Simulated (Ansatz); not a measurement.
# Ca2Zn2As2O: relaxing a made-up structure

Starting from a made-up structure for Ca2Zn2As2O, the aim is the relaxed cell, its shortest contacts and, where a second run follows, its electronic structure.

Main program and level: Ansatz 0.2.0; DFT, PBE, plane-wave PAW, files of the set soft_1, scalar-relativistic, no spin, cell and ions relaxed at zero pressure; PAW set soft_1, in the first sound run; inputs show where later runs differ.

## 1. Set-up

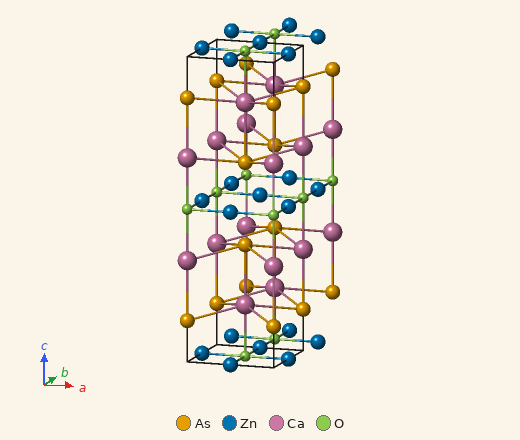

The cell as given, slightly off an axis (arsenic orange, zinc blue, calcium pink, oxygen green). 1×2×1 cells are drawn. This picture shows the conventional cell, with its axes. Some periodic images of atoms are drawn too.

Coordinates:

```cif
data_structure
_symmetry_space_group_name_H-M 'P 1'
_symmetry_Int_Tables_number 1
_cell_length_a 7.7021
_cell_length_b 7.7021
_cell_length_c 7.7021
_cell_angle_alpha 148.580
_cell_angle_beta 148.580
_cell_angle_gamma 45.030
_cell_volume 123.78
loop_
_atom_site_label
_atom_site_type_symbol
_atom_site_fract_x
_atom_site_fract_y
_atom_site_fract_z
_atom_site_occupancy
As1 As 0.13500 0.13500 0.00000 1
As2 As 0.86500 0.86500 0.00000 1
Zn3 Zn 0.50000 0.00000 0.50000 1
Zn4 Zn 0.00000 0.50000 0.50000 1
Ca5 Ca 0.33160 0.33160 0.00000 1
Ca6 Ca 0.66840 0.66840 0.00000 1
O7 O 0.50000 0.50000 0.00000 1
```

## 2. Relaxation of the guess

The guessed cell has no reason to be at equilibrium. It is relaxed with the atoms, within the space group of the guess.

The input, input.yaml:

```yaml
crystal:
  lattice:
    - [-2.0855, 2.0855, 7.115]
    - [2.0855, -2.0855, 7.115]
    - [2.0855, 2.0855, -7.115]
  atoms:
    - { symbol: As, position: [0.135, 0.135, 0.0] }
    - { symbol: As, position: [0.865, 0.865, 0.0] }
    - { symbol: Zn, position: [0.5, 0.0, 0.5] }
    - { symbol: Zn, position: [0.0, 0.5, 0.5] }
    - { symbol: Ca, position: [0.3316, 0.3316, 0.0] }
    - { symbol: Ca, position: [0.6684, 0.6684, 0.0] }
    - { symbol: O, position: [0.5, 0.5, 0.0] }
kpoints:
  mp_grid: { grid: [9, 9, 9] }
scf:
  occupations: { method: fermi_dirac, width: 0.05 }
hamiltonian:
  xc: pbe
  pseudopotentials: { kind: paw, azcp: { folder: soft_1 } }
relax:
  f_tol: 0.015
  max_steps: 70
  cell: {}
output:
  forces: true
  stress: true
```

The run is started by

```
> ansatz run input.yaml --threads 4 --pin off --max-ram 10240MiB --backend cpu --events-out ev --progress --plain --runs-dir out
```

Numbers of over 12 decimals in the logs are rounded to 6 here.

What it wrote:

```text
basis.fft_grid_basis auto: the FFT boxes are laid along the combinations [[1, 0, 1], [0, 1, 1], [0, 0, 1]] of the cell's own vectors, 4.171, 4.171 and 7.702 Å long. The dense box has 30×30×54 points. Along the cell's own vectors, as sized, it would have 54×54×54, 3.24 times as many. Of the 16 symmetry operations that the crystal satisfies within crystal.symmetry.tolerance (time reversal apart; of a slab, those that k [...]
Engine: ansatz 0.2.0, aarch64-unknown-linux-gnu
Pseudopotentials: kind: paw
Pseudopotential: As, paw, valence charge 15, recommended cutoff 420 eV (normal), soft_1/As.paw.azcp
Pseudopotential: Zn, paw, valence charge 12, recommended cutoff 420 eV (normal), soft_1/Zn.paw.azcp
Pseudopotential: Ca, paw, valence charge 10, recommended cutoff 420 eV (normal), soft_1/Ca.paw.azcp
Pseudopotential: O, paw, valence charge 6, recommended cutoff 420 eV (normal), soft_1/O.paw.azcp
Functional definition: PBE
  parameter kappa = 0.804
  parameter beta = 0.066725
  exchange = pbe_x(kappa = kappa, mu = beta*pi^2/3)
  correlation = pbe_c(beta = beta)
Crystal: 7 atoms, lattice volume = 123.781 Å³
Basis set: ecut = 420 eV, 2403 PW (Γ), FFT grids on a1+a3, a2+a3, a3, exchange–correlation on 60×60×108 points (8 copies of the dense FFT grid, shifted against one another)
Bands: 48, of which v1, the nominal top of the filled ones, is band 40 counted from 1 (39 counted from 0)
Symmetry: 16 space group operations
Space group: I4/mmm (ITA 139), of the structure as read, at distance tolerance 5.0e-5 Å
k-points: 75 of 729
Non-local potential: As, projectors of the file, l = 0: 2, l = 1: 2, l = 2: 3, l = 3: 1
Non-local potential: Zn, projectors of the file, l = 0: 2, l = 1: 2, l = 2: 3, l = 3: 1
Non-local potential: Ca, projectors of the file, l = 0: 3, l = 1: 2, l = 2: 2
Non-local potential: O, projectors of the file, l = 0: 2, l = 1: 2, l = 2: 1
PAW form: soft (Blöchl's): semilocal exchange-correlation on the pseudo side does not see the compensation charge
PAW one-centre angular grid: As, 590 points (default); XC on 64 Gauss nodes
PAW one-centre angular grid: Zn, 590 points (default); XC on 64 Gauss nodes
PAW one-centre angular grid: Ca, 110 points (default); XC on 64 Gauss nodes
PAW one-centre angular grid: O, 110 points (default); XC on 64 Gauss nodes
Initial density: superposition of atomic densities (chi_scale 0.1, normalization cell, long waves kept (reshape's long-wave potential 0.25 eV rms))
Initial wavefunctions: pseudopotential atomic-orbital guess
Functional: x = pbe(κ = 0.804, μ = 0.219515), c = pbe(β = 0.066725)
SCF iter   1: F=—  HF=-20567.103332 eV  |F-HF|=—  |Δ(HF+E_count)|=         —  Δρ=1.56e-1  dr2=8.84e1  ethr=3.10e-3  ⟨swp⟩=9.8  Hψ=17749  notcnv=0
preconditioner: auto → Kerker (q_TF=auto, 2.537 Å⁻¹)  [metal: Δε(μ)=0.015 eV  Ē_g=6.386 eV  σ=0.050 eV  W_gap=0.07  n_scr=32 (ndim 8)  ℏωp=22.1 eV  f_vac=0.000  D(μ)=4.00/eV (n_scr^D=32)]
SCF iter   2: F=—  HF=-20559.530389 eV  |F-HF|=—  |Δ(HF+E_count)|=    7.57e0  Δρ=5.41e-2  dr2=2.02e1  ethr=3.10e-3  ⟨swp⟩=4.7  Hψ=8709  notcnv=0  defer=65
SCF iter   3: F=—  HF=-20557.061661 eV  |F-HF|=—  |Δ(HF+E_count)|=    2.47e0  Δρ=2.50e-2  dr2=5.85e0  ethr=3.10e-3  ⟨swp⟩=3.9  Hψ=5998  notcnv=0  defer=146
SCF iter   4: F=—  HF=-20556.065089 eV  |F-HF|=—  |Δ(HF+E_count)|=   9.97e-1  Δρ=1.69e-2  dr2=3.65e-1  ethr=3.10e-3  ⟨swp⟩=5.0  Hψ=6979  notcnv=0  defer=169
SCF iter   5: F=—  HF=-20555.976074 eV  |F-HF|=—  |Δ(HF+E_count)|=   8.90e-2  Δρ=6.05e-3  dr2=7.06e-2  ethr=4.56e-4  ⟨swp⟩=3.7  Hψ=6557  notcnv=0  defer=168
SCF iter   6: F=—  HF=-20555.967590 eV  |F-HF|=—  |Δ(HF+E_count)|=   8.48e-3  Δρ=2.38e-3  dr2=1.83e-2  ethr=8.82e-5  ⟨swp⟩=2.0  Hψ=5396  notcnv=0  defer=167
SCF iter   7: F=—  HF=-20555.963984 eV  |F-HF|=—  |Δ(HF+E_count)|=   3.61e-3  Δρ=1.18e-3  dr2=1.53e-3  ethr=2.29e-5  ⟨swp⟩=2.2  Hψ=5186  notcnv=0  defer=167
SCF iter   8: F=—  HF=-20555.964175 eV  |F-HF|=—  |Δ(HF+E_count)|=   1.91e-4  Δρ=3.91e-4  dr2=2.81e-4  ethr=1.91e-6  ⟨swp⟩=2.3  Hψ=6915  notcnv=0  defer=163
SCF iter   9: F=—  HF=-20555.964013 eV  |F-HF|=—  |Δ(HF+E_count)|=   1.61e-4  Δρ=1.91e-4  dr2=1.01e-4  ethr=3.51e-7  ⟨swp⟩=2.0  Hψ=6294  notcnv=0  defer=162
SCF iter  10: F=—  HF=-20555.964002 eV  |F-HF|=—  |Δ(HF+E_count)|=   1.11e-5  Δρ=6.30e-5  dr2=6.91e-6  ethr=1.26e-7  ⟨swp⟩=2.0  Hψ=6295  notcnv=0  defer=162
SCF iter  11: F=—  HF=-20555.964022 eV  |F-HF|=—  |Δ(HF+E_count)|=   2.00e-5  Δρ=2.64e-5  dr2=1.37e-6  ethr=8.64e-9  ⟨swp⟩=2.0  Hψ=5625  notcnv=0  defer=162
SCF iter  12: F=—  HF=-20555.964022 eV  |F-HF|=—  |Δ(HF+E_count)|=   1.48e-7  Δρ=9.16e-6  dr2=1.26e-7  ethr=1.71e-9  ⟨swp⟩=2.0  Hψ=5013  notcnv=0  defer=162
SCF iter  13: F=-20555.964022 eV  HF=-20555.964022 eV  |F-HF|=8.84e-9  |Δ(HF+E_count)|=   2.00e-9  Δρ=3.27e-6  dr2=1.80e-8  ethr=1.25e-10  ⟨swp⟩=4.0  Hψ=11240  notcnv=0
SCF 1 converged in 13 iterations: F = -20555.964022 eV  dr2 = 1.80e-8
  greatest PAW one-centre occupation: 0.999 electrons in one spin orbital (limit 2), on the As atom at site 1 (counted from 0), in its partial waves of l = 2
relax step   1: F+E_penalty+E_count = -20555.96402231 eV  Δ(F+E_penalty+E_count) = +0.000e0 eV  max|allowed force component| = 8.533e-1 eV/Å  Δτ_max = 0.0000 Å  P = +5.337 GPa  Ω = 123.781 Å³  (13 SCF iters, dr2 threshold 1.00e-7 eV, accepted)
Crystal: 7 atoms, lattice volume = 134.469 Å³
Basis set: ecut = 420 eV, 2585 PW (Γ), FFT grids on a1+a3, a2+a3, a3, exchange–correlation on 60×60×108 points (8 copies of the dense FFT grid, shifted against one another)
Initial density: handed on by an earlier stage of this run
Initial wavefunctions: those handed on with the density
SCF iter   1: F=—  HF=-20556.744269 eV  |F-HF|=—  |Δ(HF+E_count)|=         —  Δρ=1.94e-2  dr2=2.79e0  ethr=3.10e-3  ⟨swp⟩=9.7  Hψ=15741  notcnv=0  defer=9
preconditioner: auto → LDOS  [metal: Δε(μ)=0.022 eV  Ē_g=13.059 eV  σ=0.050 eV  W_gap=0.11  n_scr=32 (ndim 8)  ℏωp=24.0 eV  f_vac=0.021  D(μ)=1.15/eV (n_scr^D=2)  β→1.0]
SCF iter   2: F=—  HF=-20557.703546 eV  |F-HF|=—  |Δ(HF+E_count)|=   9.59e-1  Δρ=6.07e-2  dr2=9.65e0  ethr=3.10e-3  ⟨swp⟩=4.7  Hψ=7604  notcnv=0  defer=175  recentre
preconditioner: auto → Kerker (q_TF=auto, 2.502 Å⁻¹)  [metal: Δε(μ)=0.067 eV  Ē_g=12.322 eV  σ=0.050 eV  W_gap=0.30  n_scr=32 (ndim 8)  ℏωp=24.0 eV  f_vac=0.023  D(μ)=0.27/eV (n_scr^D=0)  β→0.5]
SCF iter   3: F=—  HF=-20556.259786 eV  |F-HF|=—  |Δ(HF+E_count)|=    1.44e0  Δρ=5.51e-3  dr2=1.45e-1  ethr=3.10e-3  ⟨swp⟩=3.5  Hψ=6833  notcnv=0  defer=199
[...]
iter 1 solved again at ethr=1.76e-5 eV; its pass at ethr=3.10e-3 eV (dr2=1.41e-2 eV) is discarded
SCF iter   1: F=—  HF=-20556.254834 eV  |F-HF|=—  |Δ(HF+E_count)|=         —  Δρ=2.24e-3  dr2=1.42e-2  ethr=1.76e-5  ⟨swp⟩=2.3  Hψ=18346  notcnv=0
preconditioner: auto → Resta (q_TF=auto, 2.503 Å⁻¹)  ε∞=4.6  [insulator: Δε(μ)=0.342 eV  Ē_g=12.671 eV  σ=0.050 eV  W_gap=0.50  n_scr=32 (ndim 8)  ℏωp=24.0 eV  f_vac=0.005  D(μ)=0.38/eV (n_scr^D=0)  ε∞_Penn≈4.6]
SCF iter   2: F=—  HF=-20556.252256 eV  |F-HF|=—  |Δ(HF+E_count)|=   2.58e-3  Δρ=1.20e-3  dr2=1.97e-3  ethr=1.76e-5  ⟨swp⟩=2.0  Hψ=4186  notcnv=0
SCF iter   3: F=—  HF=-20556.251813 eV  |F-HF|=—  |Δ(HF+E_count)|=   4.43e-4  Δρ=6.95e-4  dr2=7.69e-4  ethr=2.46e-6  ⟨swp⟩=2.0  Hψ=6005  notcnv=0
SCF iter   4: F=—  HF=-20556.251698 eV  |F-HF|=—  |Δ(HF+E_count)|=   1.15e-4  Δρ=1.68e-4  dr2=2.76e-5  ethr=9.62e-7  ⟨swp⟩=2.0  Hψ=5255  notcnv=0
SCF iter   5: F=—  HF=-20556.251628 eV  |F-HF|=—  |Δ(HF+E_count)|=   7.06e-5  Δρ=6.07e-5  dr2=3.15e-6  ethr=3.45e-8  ⟨swp⟩=2.0  Hψ=6587  notcnv=0
SCF iter   6: F=-20556.251626 eV  HF=-20556.251627 eV  |F-HF|=3.73e-7  |Δ(HF+E_count)|=   7.04e-7  Δρ=1.18e-5  dr2=2.58e-7  ethr=8.75e-10  ⟨swp⟩=5.0  Hψ=15762  notcnv=0
SCF 3 converged in 6 iterations: F = -20556.251626 eV  dr2 = 2.58e-7
relax step   3: F+E_penalty+E_count = -20556.25162647 eV  Δ(F+E_penalty+E_count) = -2.259e-2 eV  max|allowed force component| = 7.831e-2 eV/Å  Δτ_max = 0.0393 Å  P = -0.015 GPa  Ω = 134.117 Å³  energy of the carried Pulay correction = -7.606e-3 eV  (6 SCF iters, dr2 threshold 7.00e-7 eV, accepted)
[...]
relax step   4: F+E_penalty+E_count = -20556.25901356 eV  Δ(F+E_penalty+E_count) = -7.387e-3 eV  max|allowed force component| = 3.639e-2 eV/Å  Δτ_max = 0.0214 Å  P = -0.004 GPa  Ω = 133.510 Å³  energy of the carried Pulay correction = -7.176e-3 eV  (7 SCF iters, dr2 threshold 7.00e-7 eV, accepted)
[...]
relax step   5: F+E_penalty+E_count = -20556.25923979 eV  Δ(F+E_penalty+E_count) = -2.262e-4 eV  max|allowed force component| = 7.578e-3 eV/Å  Δτ_max = 0.0051 Å  P = -0.019 GPa  Ω = 133.617 Å³  energy of the carried Pulay correction = -7.251e-3 eV  (5 SCF iters, dr2 threshold 8.28e-8 eV, accepted)
[...]
relax step   6: F+E_penalty+E_count = -20556.25929113 eV  Δ(F+E_penalty+E_count) = -5.135e-5 eV  max|allowed force component| = 9.769e-3 eV/Å  Δτ_max = 0.0020 Å  P = +0.035 GPa  Ω = 133.552 Å³  energy of the carried Pulay correction = -7.206e-3 eV  (6 SCF iters, dr2 threshold 1.22e-8 eV, accepted)
[...]
relax step   7: F+E_penalty+E_count = -20556.26831688 eV  Δ(F+E_penalty+E_count) = -9.026e-3 eV  max|allowed force component| = 1.009e-2 eV/Å  Δτ_max = 0.0000 Å  P = +0.098 GPa  Ω = 133.552 Å³  stress off target by 1.17e-1 GPa  SCF on the basis re-selected at this cell (its energy is not comparable with the rows above)  (8 SCF iters)
[...]
relax step   8: F+E_penalty+E_count = -20556.26825923 eV  Δ(F+E_penalty+E_count) = +5.765e-5 eV  max|allowed force component| = 1.270e-4 eV/Å  Δτ_max = 0.0008 Å  P = +0.001 GPa  Ω = 133.730 Å³  energy of the carried Pulay correction = -1.239e-4 eV  (5 SCF iters, dr2 threshold 3.40e-8 eV, accepted)
iter 1 solved again at ethr=8.01e-8 eV; its pass at ethr=3.10e-3 eV (dr2=6.41e-5 eV) is discarded
SCF iter   1: F=—  HF=-20556.268527 eV  |F-HF|=—  |Δ(HF+E_count)|=         —  Δρ=6.96e-6  dr2=2.70e-8  ethr=8.01e-8  ⟨swp⟩=3.3  Hψ=26742  notcnv=0
preconditioner: auto → Resta (q_TF=auto, 2.504 Å⁻¹)  ε∞=4.6  [insulator: Δε(μ)=0.310 eV  Ē_g=12.687 eV  σ=0.050 eV  W_gap=0.55  n_scr=32 (ndim 8)  ℏωp=24.0 eV  f_vac=0.004  D(μ)=0.40/eV (n_scr^D=0)  ε∞_Penn≈4.6]
SCF iter   2: F=—  HF=-20556.268387 eV  |F-HF|=—  |Δ(HF+E_count)|=   1.40e-4  Δρ=6.30e-6  dr2=2.50e-8  ethr=3.37e-11  ⟨swp⟩=3.0  Hψ=8787  notcnv=0
SCF iter   3: F=—  HF=-20556.268387 eV  |F-HF|=—  |Δ(HF+E_count)|=   4.82e-9  Δρ=1.98e-6  dr2=3.72e-9  ethr=3.13e-11  ⟨swp⟩=2.0  Hψ=4498  notcnv=0
SCF iter   4: F=—  HF=-20556.268387 eV  |F-HF|=—  |Δ(HF+E_count)|=   1.30e-9  Δρ=7.48e-7  dr2=7.53e-10  ethr=4.65e-12  ⟨swp⟩=2.0  Hψ=5705  notcnv=0
SCF iter   5: F=—  HF=-20556.268387 eV  |F-HF|=—  |Δ(HF+E_count)|=  1.46e-11  Δρ=4.19e-7  dr2=2.53e-10  ethr=1.00e-12  ⟨swp⟩=2.0  Hψ=5256  notcnv=0
SCF iter   6: F=—  HF=-20556.268387 eV  |F-HF|=—  |Δ(HF+E_count)|=  1.09e-10  Δρ=4.17e-7  dr2=1.97e-10  ethr=1.00e-12  ⟨swp⟩=2.0  Hψ=5152  notcnv=0
SCF iter   7: F=-20556.268387 eV  HF=-20556.268387 eV  |F-HF|=7.28e-12  |Δ(HF+E_count)|=  1.46e-11  Δρ=7.26e-8  dr2=4.64e-12  ethr=1.00e-12  ⟨swp⟩=3.1  Hψ=12275  notcnv=0
SCF 9 converged in 7 iterations: F = -20556.268387 eV  dr2 = 4.64e-12
relax step   9: F+E_penalty+E_count = -20556.26838661 eV  Δ(F+E_penalty+E_count) = -1.274e-4 eV  max|allowed force component| = 1.612e-4 eV/Å  Δτ_max = 0.0000 Å  P = +0.001 GPa  Ω = 133.730 Å³  stress off target by 2.64e-3 GPa  SCF on the basis re-selected at this cell (its energy is not comparable with the rows above)  (7 SCF iters)
basis re-selected at this cell: Δ(F+E_penalty+E_count) = -1.274e-4 eV, ΔP = +0.000 GPa vs the last step (what re-selecting the basis moved, of the pressure what is left beyond the Pulay correction that the steps carried, after the strain that the cell walked since its last selection, with what the two solves' SCF thresholds leave and, on support functions, any second-order correction that the steps lacked; it is no m [...]
SCF converged after 7 iterations
Free energy (F): -20556.268387 eV
Harris-Foulkes:  -20556.268387 eV  (|F-HF|=7.28e-12)
Internal energy: -20556.264614 eV  (E = F + TS)
E sigma→0 (E₀):  -20556.266500 eV
Entropy (-TS):   -0.003773 eV (-0.539 meV/atom)
Fermi energy:    9.005413 eV
--- Per-component energies (eV) ---
  E_band       = -654.769903
  E_kinetic    = 1166.286509
  E_local      = -10435.197823  (includes V_loc(G=0)·N_el)
  E_nonlocal   = 1091.283514
  E_hartree    = 4719.455379
  E_xc         = -625.998976
  E_vxc        = -659.933282  (∫ρ·V_xc dr)
  E_paw        = -9718.134146  (= ΣΔE_a)
  E_vpaw       = -1256.119880  (= ΣTr[D̂ρ^β])
  E_aug_tail   = 0.000230  (compensation charges beyond the density's cutoff)
  E_ewald      = -6753.959302
  E_smearing   = -0.003773  (= −TS)
  E_closure    = 0.000000  (closes the sum)
  Σ components = -20556.268387   (vs F -20556.268387, Δ=0.00e0)
--- Forces (eV/Å), atoms counted from 1 ---
  atom   1  As     0.00000000     0.00000000    -0.00016118
  atom   2  As    -0.00000000     0.00000000     0.00016118
  atom   3  Zn    -0.00000000     0.00000000     0.00000000
  atom   4  Zn     0.00000000    -0.00000000    -0.00000000
  atom   5  Ca     0.00000000     0.00000000    -0.00002644
  atom   6  Ca    -0.00000000     0.00000000     0.00002644
  atom   7  O     -0.00000000    -0.00000000    -0.00000000
  max |Σ_I F_I| component: 4.01e-18 eV/Å
--- Stress (GPa, compression-positive) ---
        0.000746       0.000000       0.000000
        0.000000       0.000746      -0.000000
        0.000000      -0.000000       0.002644
  P = ⅓ Tr σ = 0.0014 GPa (0.014 kbar)
--- Relaxed structure (7 steps of the walk, 7 accepted, 2 SCFs on fresh bases) ---
  F+E_penalty+E_count = -20556.26838661 eV   max|allowed force component| = 1.612e-4 eV/Å   (the final SCF, on the basis selected at the relaxed cell)
  cell:  # Å, volume = 133.7301 Å³
    - [-2.134255, 2.134255, 7.339671]
    - [2.134255, -2.134255, 7.339671]
    - [2.134255, 2.134255, -7.339671]
  atoms:
    - { symbol: As, position: [0.127640, 0.127640, 0] }
    - { symbol: As, position: [0.872360, 0.872360, 0] }
    - { symbol: Zn, position: [0.500000, 1.0449092315892828e-18, 0.500000] }
    - { symbol: Zn, position: [1.0449092315892827e-18, 0.500000, 0.500000] }
    - { symbol: Ca, position: [0.339557, 0.339557, 0] }
    - { symbol: Ca, position: [0.660443, 0.660443, 0] }
    - { symbol: O, position: [0.5, 0.5, 0] }
```

The job ended after 65 s (4 threads of Arm Neoverse V1, shared host; peak memory 0.74 GiB; 4.2 min of CPU time).

Step by step:

| step | energy less that of the first step (eV) | largest force component (eV/Å) | pressure (GPa) | volume (Å³) |
| --- | --- | --- | --- | --- |
| 1 | 0.0000 | 0.8533 | 5.34 | 123.78 |
| 2 | -0.2650 | 0.2829 | 0.15 | 134.47 |
| 3 | -0.2876 | 0.0783 | -0.01 | 134.12 |
| 4 | -0.2950 | 0.0364 | 0.00 | 133.51 |
| 5 | -0.2952 | 0.0076 | -0.02 | 133.62 |
| 6 | -0.2953 | 0.0098 | 0.04 | 133.55 |
| 7* | -0.3043 | 0.0101 | 0.10 | 133.55 |
| 8 | -0.3042 | 0.0001 | 0.00 | 133.73 |
| 9* | -0.3044 | 0.0002 | 0.00 | 133.73 |

Relaxation steps marked * repeat the geometry before them on a plane-wave basis chosen anew for their cell, so energy and pressure can jump there.

The run keeps the 16 symmetry operations that it works with, so distortions that break them were not tested.

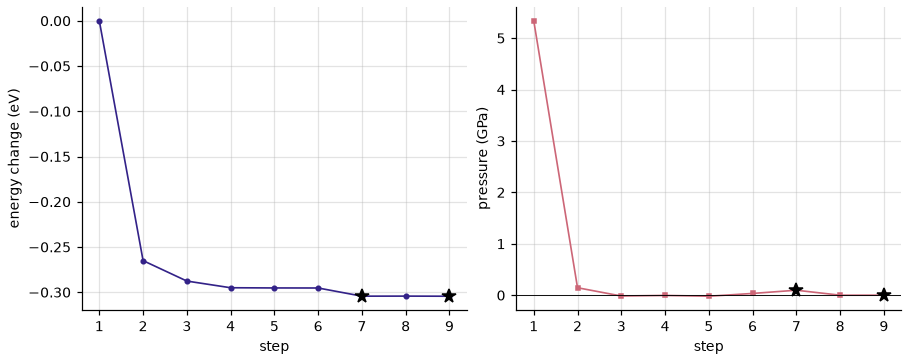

Energy and pressure along the relaxation. Stars mark steps on a basis chosen anew.

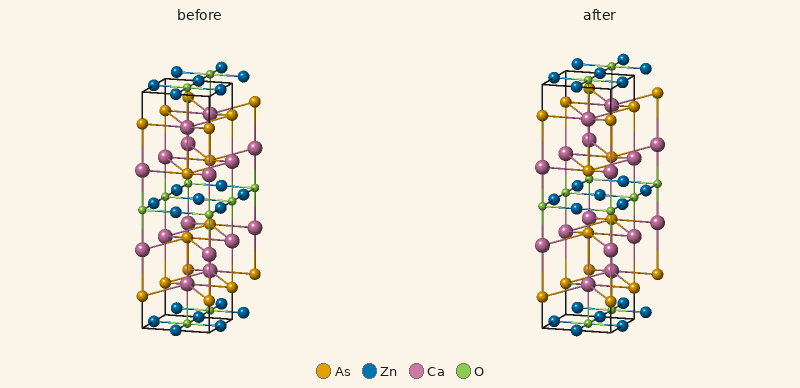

Before and after, at one scale.

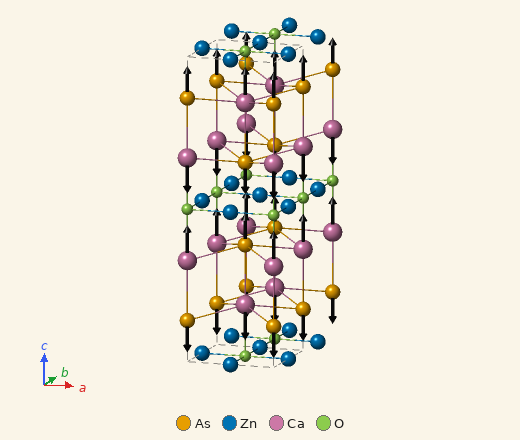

Displacements in the relaxation, exaggerated, measured against the changing cell; the longest in the cell stands for 0.12 Å. 1×2×1 conventional cells are drawn. Some periodic images of atoms are drawn too.

| conventional cell, symmetrised | before | after | change |
| --- | --- | --- | --- |
| a (Å) | 4.171 | 4.269 | +2.3 % |
| b (Å) | 4.171 | 4.269 | +2.3 % |
| c (Å) | 14.230 | 14.679 | +3.2 % |
| volume (Å³/atom) | 17.68 | 19.10 | +8.0 % |

The atoms that moved most (Å, as changes of fractional coordinates times the final cell):

| atom | dx | dy | dz | length |
| --- | --- | --- | --- | --- |
| Ca6 | 0.000 | 0.000 | -0.117 | 0.117 |
| Ca5 | 0.000 | 0.000 | 0.117 | 0.117 |
| As2 | 0.000 | 0.000 | 0.108 | 0.108 |
| As1 | 0.000 | 0.000 | -0.108 | 0.108 |

The relaxed structure:

```cif
data_structure
_symmetry_space_group_name_H-M 'P 1'
_symmetry_Int_Tables_number 1
_cell_length_a 7.9360
_cell_length_b 7.9360
_cell_length_c 7.9360
_cell_angle_alpha 148.799
_cell_angle_beta 148.799
_cell_angle_gamma 44.708
_cell_volume 133.73
loop_
_atom_site_label
_atom_site_type_symbol
_atom_site_fract_x
_atom_site_fract_y
_atom_site_fract_z
_atom_site_occupancy
As1 As 0.12764 0.12764 0.00000 1
As2 As 0.87236 0.87236 0.00000 1
Zn3 Zn 0.50000 0.00000 0.50000 1
Zn4 Zn 0.00000 0.50000 0.50000 1
Ca5 Ca 0.33956 0.33956 0.00000 1
Ca6 Ca 0.66044 0.66044 0.00000 1
O7 O 0.50000 0.50000 0.00000 1
```

Numbers from this step:

* free energy: -20556.2684 eV
* energy at zero smearing: -20556.2665 eV
* smearing term TS: 0.003773 eV
* Fermi energy: 9.005 eV
* electrons: 80
* symmetry operations: 16
* pressure: 0.001379 GPa

Shortest distances by pair of elements, guess and relaxed (not always the same contact):

| pair | guess (Å) | relaxed (Å) |
| --- | --- | --- |
| O–Zn | 2.086 | 2.134 |
| Ca–O | 2.396 | 2.355 |
| As–Zn | 2.835 | 2.840 |
| Zn–Zn | 2.949 | 3.018 |
| As–Ca | 2.798 | 3.056 |

The relaxation ends with a largest force component of 1.6e-4 eV/Å and a pressure of 0.00 GPa.

[end of part 1 of 2]

[Logs are printed without paths, hosts, clocks, repeated set-up lines and the standing remarks that a program may print on its own settings, such as how far it seeks lower states.]

[Hosts, paths, dates, database ids (printed as entryN), source tags and the programs' standing remarks are cut or masked in the printed files.]
